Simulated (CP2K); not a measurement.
Consider dimethyl carbonate at its PBE geometry (Å).

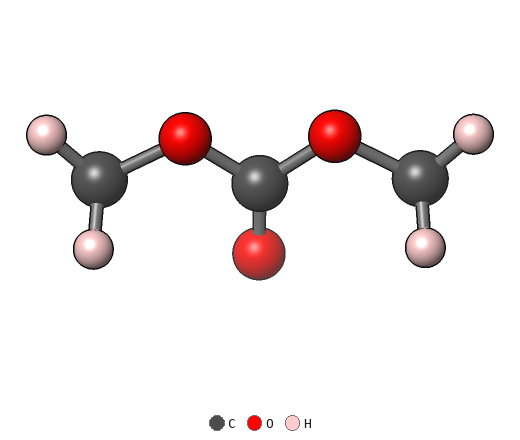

The molecule (carbon dark grey, oxygen red, hydrogen pink).

```xyz
12

C     2.3435    0.0789    0.1015
O     1.1165   -0.5846    0.4915
C    -0.0002    0.0001    0.0082
O    -0.0314    1.0171   -0.6614
O    -1.0646   -0.7442    0.4005
C    -2.3395   -0.2030   -0.0240
H     2.3666    1.1043    0.4902
H     3.1434   -0.5230    0.5418
H     2.4318    0.1036   -0.9918
H    -3.0883   -0.8890    0.3823
H    -2.3979   -0.1677   -1.1188
H    -2.4797    0.8074    0.3799
```

Method: CP2K XAS_TDP, all-electron GAPW, PBEh(45%), aug-cc-pVDZ, TDA, no relativity.

Predict the bright core excitations at the O K edge.

Leading lines: O2 531.74 eV and O4 528.40 eV. The leading line of an atom is its first one with 35 % of the strongest within 2.5 eV of its lowest line over the strength cut. 

The first six lines of each atom with a strength over 0.0015:

```tsv
atom	energy (eV)	states	strength, one atom
O2 (bonded to 2 C), 2 alike	531.74	1	0.0170
	532.37	1	0.0208
	532.82	1	0.0068
	533.74	1	0.0037
	533.98	1	0.0040
	534.37	1	0.0104
O4 (bonded to C)	528.40	1	0.0380
	533.41	1	0.0036
	534.10	2	0.0051
	534.23	1	0.0016
	534.78	1	0.0058
	535.58	1	0.0043
```

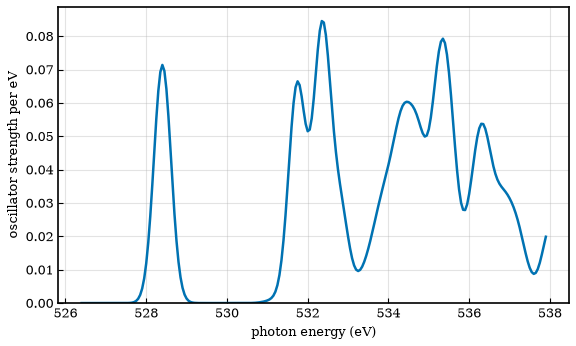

All atoms added, broadened by 0.5 eV.

Lines are vertical, at one geometry, with no vibrational structure. Without a correction of the core level, line positions, and the gaps between valence and Rydberg lines, follow the share of exact exchange. At this level such K lines come out 3 to 6 eV under measured ones. These values hold no scalar relativity, about 0.4 eV for O 1s. Rydberg lines, and the discretised continuum above threshold, depend on the basis and the box.

[Banner, clock and machine lines of the logs are left out without a mark of their own.]

[Logs are printed without paths, hosts, clocks, repeated set-up lines and the standing remarks that a program may print on its own settings, such as how far it seeks lower states.]

[Hosts, paths, dates, database ids (printed as entryN), source tags and the programs' standing remarks are cut or masked in the printed files.]
